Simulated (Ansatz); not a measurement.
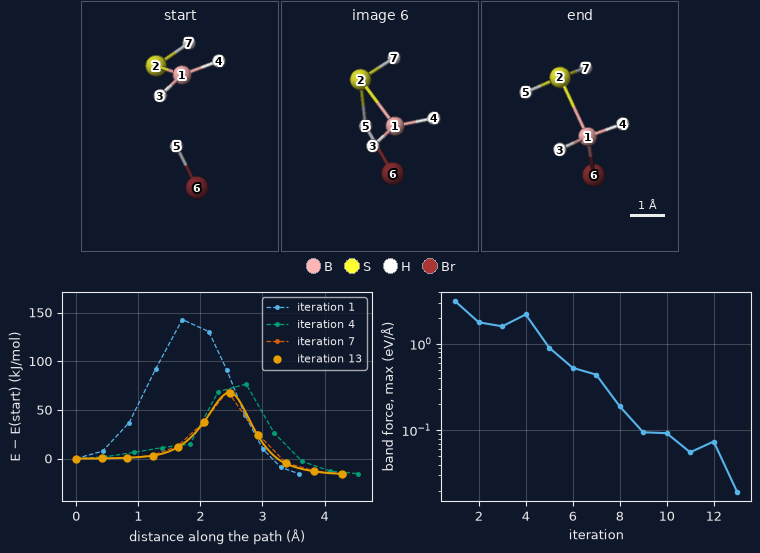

A nudged-elastic-band calculation for BH$_{4}$SBr, made up of BH3S and HBr. Images are numbered from 0 (start) to 10 (end). The plot follows the band through its iterations. Style: ball-and-stick. Shown from a free direction.

These are results of RKS CAM-B3LYP/def2-SVP (Ansatz), not measurements. Set-up: 9 movable images; climbing image; force threshold 0.05 eV/Å; iteration limit 60; starting path through a guess of the saddle point.

**Did the band converge, and can the barrier be trusted?**

The result is final at these settings. The band converged in 13 iterations. The largest component of the band force went from 3.1 to 0.019 eV/Å. The climbing image converged on the top of the path. Its vibrational analysis gives one imaginary mode (847i cm⁻¹), as a transition state must have. The first iteration put the highest image at 142.8 kJ/mol. Forward barrier 67.8 kJ/mol, backward barrier 83.4 kJ/mol, with image 6 at the top; the reaction energy is −15.6 kJ/mol.

Limits of the set-up: the start holds two separate molecules, 2.7 Å apart at their closest, whose relative position is a soft coordinate and is computed without a dispersion correction.

Cost: 3.3 min on 2 threads of Arm Neoverse V2 (shared host), peak memory 0.2 GiB.
